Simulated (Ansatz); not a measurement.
# SnH2O2 (SMILES [OH][Sn][OH]) at HF/3-21G

Aim: the vertical ionisation energy of SnH2O2 at HF/3-21G, from 2 runs. 

The results are computed with Ansatz 0.2.0.

45 further runs of the same task are left out: 45 set aside as unsound or not needed.

## (1) The molecule

SnH2O2: 5 atoms, total charge 0, spin state singlet. SMILES: `[OH][Sn][OH]`. The shape is that of a PBE0-D4/def2-TZVP optimisation. This is one conformer, not always the lowest.

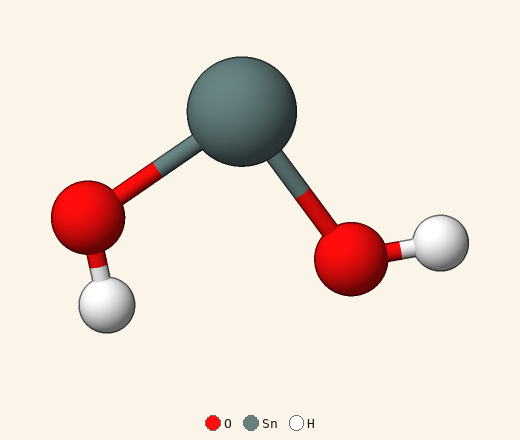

The structure, seen from a chosen angle (oxygen red, tin teal, hydrogen white).

## (2) The energy at HF/3-21G

File molecule.yaml:

```yaml
crystal:
  periodic: [false, false, false]
  atoms:
    - {symbol: O, position_ang: [-0.984300, 0.177800, -0.613800]}
    - {symbol: Sn, position_ang: [-0.153700, -0.943900, 0.800900]}
    - {symbol: O, position_ang: [1.561800, 0.002900, 0.636100]}
    - {symbol: H, position_ang: [-1.901200, -0.005600, -0.831400]}
    - {symbol: H, position_ang: [1.527200, 0.695100, -0.033300]}
basis:
  gaussian:
    orbitals: 3-21G-spherical.json
accuracy: high
hamiltonian:
  xc: hf
output: {orbitals: {seedname: orbitals}}
```

The basis set 3-21G is read from a file made from the Basis Set Exchange's data (not shown).

Run with:

```bash
$ ansatz run molecule.yaml --threads 1 --pin off --max-ram 3480MiB --events-out events.jsonl --progress --plain --runs-dir runs
```

The log of the run:

```text
Warning: RAYON_NUM_THREADS=1 ignored (pool sized by the plan → 1); use --threads N
Functional definition: HF
  name "HF"
  exchange = exact_x
  correlation = 0
1046 factors; integrals over basis functions are off by at most 8.7e-9 eV
mean field evaluation 1: about -167247.0680 eV, gradient 4.8e1 eV
mean field evaluation 2: about -167247.2536 eV, gradient 4.9e1 eV
mean field evaluation 4: about -167251.5944 eV, gradient 1.8e0 eV
mean field evaluation 8: about -167251.6344 eV, gradient 3.1e-1 eV
mean field evaluation 16: about -167251.6350 eV, gradient 1.5e-8 eV
mean field -167251.63497846 eV, -6146.3842182285 hartree, gradient 4.9e-8 eV, S^2 0.000000; 0 other end points of the search recorded, 0 dependent functions left out
reference -167251.63497846 eV, -6146.3842182285 hartree; 34, 34 occupied and 19, 19 virtual orbitals, 1046 factors
Total energy: -167251.63497846 eV, -6146.3842182285 hartree
```

It took 1.7 s on 1 thread of Arm Neoverse V1, shared host; peak memory 0.12 GiB.

## (3) The doublet cation, same level

File run.yaml:

```yaml
crystal:
  periodic: [false, false, false]
  atoms:
    - symbol: O
      position_ang: [-0.984300, 0.177800, -0.613800]
    - symbol: Sn
      position_ang: [-0.153700, -0.943900, 0.800900]
    - symbol: O
      position_ang: [1.561800, 0.002900, 0.636100]
    - symbol: H
      position_ang: [-1.901200, -0.005600, -0.831400]
    - symbol: H
      position_ang: [1.527200, 0.695100, -0.033300]
basis:
  gaussian: {orbitals: 3-21G-spherical.json}
accuracy: high
magnetization: {spin_polarized: true, initial_magnetization: 1}
total_charge: 1
hamiltonian: {xc: hf}
output: {orbitals: {seedname: orbitals}}
```

The basis set 3-21G is read from a file made from the Basis Set Exchange's data (not shown).

Run with:

```bash
$ ansatz run run.yaml --threads 1 --pin off --max-ram 3480MiB --events-out events.jsonl --progress --plain --runs-dir runs
```

The log of the run, shortened:

```text
Warning: RAYON_NUM_THREADS=1 ignored (pool sized by the plan → 1); use --threads N
[... 2 set-up lines as earlier in the session ...]
[...]
1046 factors; integrals over basis functions are off by at most 8.7e-9 eV
[...]
mean field -167243.16913453 eV, -6146.0731042026 hartree, gradient 3.0e-8 eV, S^2 0.820168; 3 other end points of the search recorded, 0 dependent functions left out
reference -167243.16913453 eV, -6146.0731042026 hartree; 34, 33 occupied and 19, 20 virtual orbitals, 1046 factors
Total energy: -167243.16913453 eV, -6146.0731042026 hartree
```

Run time: 8.4 s. Hardware: 1 thread of Arm Neoverse V1, shared host; peak memory 0.21 GiB.

## (4) Summary of results

At HF/3-21G:

```
                                          quantity           value
                      singlet SnH2O2: total energy  -6146.38422 Eh
                       singlet SnH2O2: HOMO energy        -9.28 eV
                       singlet SnH2O2: LUMO energy         1.04 eV
                     singlet SnH2O2: HOMO–LUMO gap        10.31 eV
                      doublet cation: total energy  -6146.07310 Eh
doublet cation: HOMO energy (highest over α and β)       -16.80 eV
 doublet cation: LUMO energy (lowest over α and β)        -7.25 eV
                              doublet cation: ⟨S²⟩           0.820
vertical ionisation energy (to the doublet cation)        8.466 eV
```

In words: The vertical ionisation energy comes to 8.47 eV (817 kJ/mol). −ε(HOMO) before ionisation, 9.28 eV, is 0.81 eV above this ionisation energy. Relativity is left out (singlet SnH2O2) although the molecule holds a heavy atom. Relativity is left out (doublet cation) although the molecule holds a heavy atom.
